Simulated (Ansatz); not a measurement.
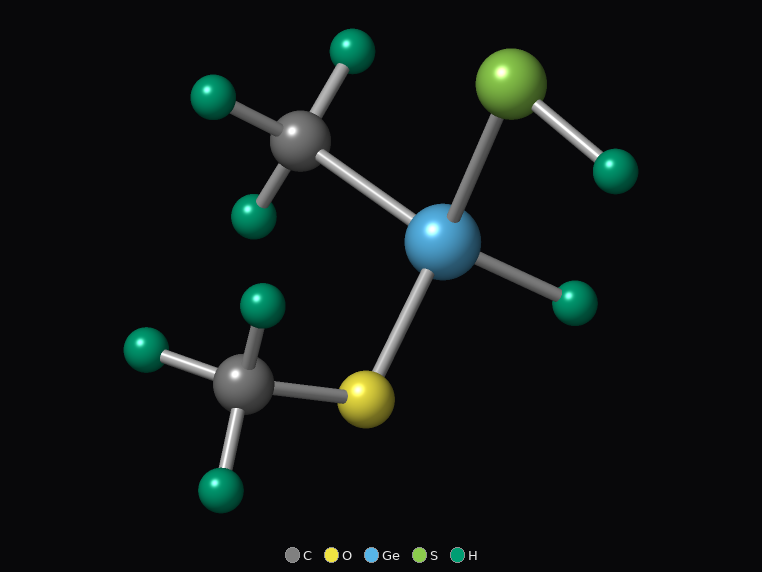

Figure made from data computed with Ansatz.

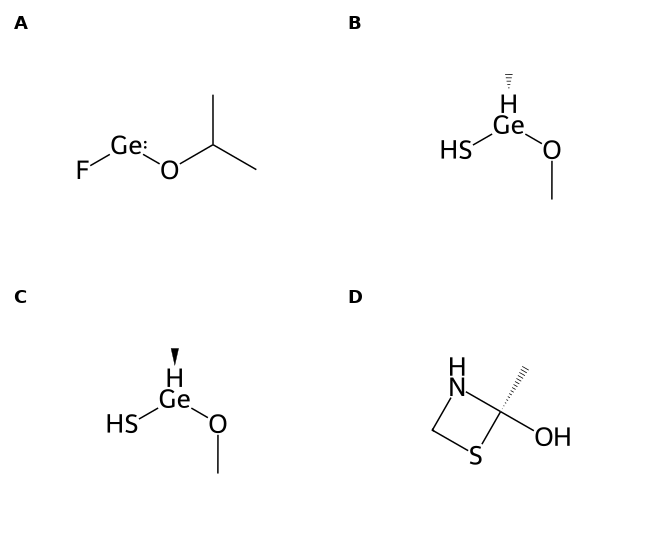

Question: Which structural formula matches the 3D model?

Answer: B, `C[O][Ge@@H]([CH3])[SH]`.
